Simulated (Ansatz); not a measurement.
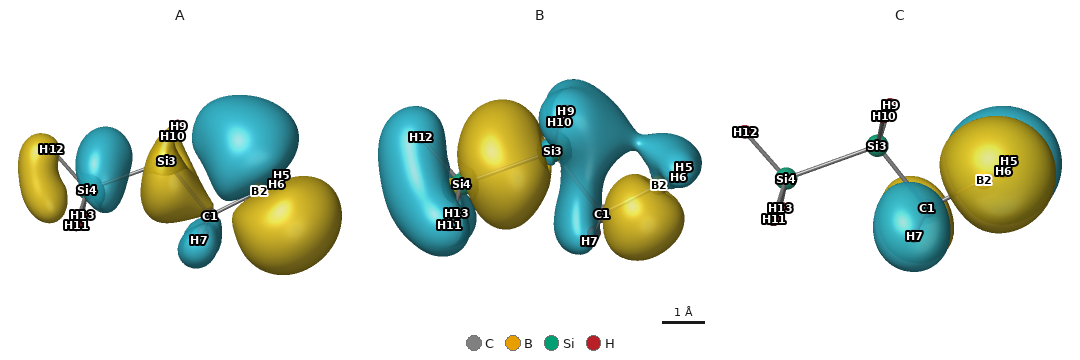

The picture shows: CH9BSi2. Three frontier orbitals at ±0.06 Å⁻³ᐟ² (yellow and cyan are the two phases), in no order.

Geometry: PBE-D3(BJ)/def2-SVP.

The calculation used isolated molecule in a Gaussian basis; Kohn-Sham density functional theory, functional PBE0 in Ansatz.

Input file:

```
crystal:
  periodic: [false, false, false]
  atoms:
    - {symbol: C, position_ang: [-0.813752, -2.348387, 1.473786]}
    - {symbol: B, position_ang: [0.676418, -2.086337, 1.186630]}
    - {symbol: Si, position_ang: [-1.595854, -0.663121, 0.949473]}
    - {symbol: Si, position_ang: [-3.920098, -0.790693, 1.294044]}
    - {symbol: H, position_ang: [1.140085, -2.299273, 0.079798]}
    - {symbol: H, position_ang: [1.389093, -1.575920, 2.033327]}
    - {symbol: H, position_ang: [-1.096209, -2.471974, 2.539198]}
    - {symbol: H, position_ang: [-1.313834, -3.103522, 0.833631]}
    - {symbol: H, position_ang: [-1.312888, -0.377558, -0.501435]}
    - {symbol: H, position_ang: [-1.022539, 0.463232, 1.767623]}
    - {symbol: H, position_ang: [-4.200166, -1.070174, 2.747290]}
    - {symbol: H, position_ang: [-4.600218, 0.494309, 0.903403]}
    - {symbol: H, position_ang: [-4.491099, -1.915940, 0.471674]}
basis:
  gaussian:
    orbitals: def2-TZVPD
hamiltonian:
  xc: pbe0
output:
  forces: true
  orbitals: {seedname: orbitals}
```

Launched as:

```sh
ansatz run input.yaml --threads 2 --pin off --max-ram 4350MiB --events-out events.jsonl --progress --plain --runs-dir runs
```

**Order the three orbitals by energy and name them.**

C is the HOMO−1 (−9.03 eV). By Hirshfeld shares it lies mainly on B2 (about 35 %), H5 (about 25 %), H6 (about 25 %) and C1 (about 10 %). B is the HOMO (−8.14 eV). Its weight (Hirshfeld) is mainly on Si4 (about 30 %), Si3 (about 30 %), C1 (about 15 %) and B2 (about 10 %). A is the LUMO (−1.44 eV). By Hirshfeld shares it lies mainly on B2 (about 50 %), Si3 (about 15 %), C1 (about 10 %), Si4 (about 10 %), H5 (about 5 %) and H6 (about 5 %).

**What is the HOMO–LUMO gap?**

6.70 eV between the orbital energies.
